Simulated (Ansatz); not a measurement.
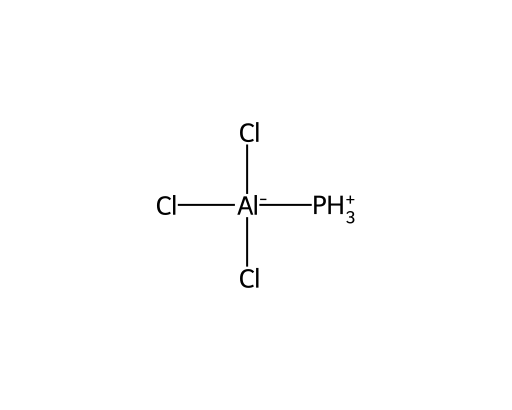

Structural formula above. Computed geometry: PBE0-D4/def2-TZVP optimisation.

What does the molecule look like in three dimensions?

It has 8 atoms: 1 aluminium, 3 chlorine, 3 hydrogen and 1 phosphorus (AlCl3H3P). As SMILES it reads `[PH3+][Al-]([Cl])([Cl])[Cl]`. Coordination: 1 P tetrahedral; 1 Al tetrahedral.

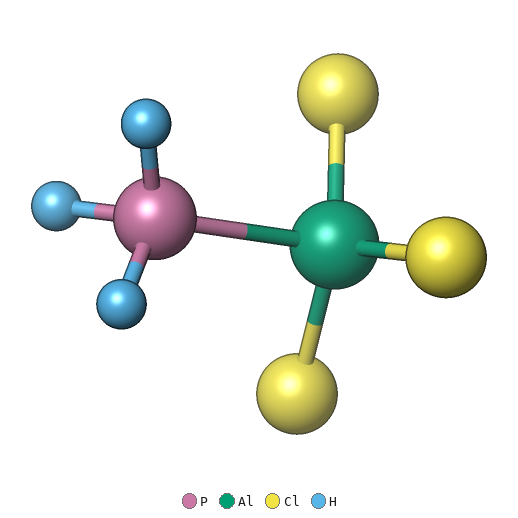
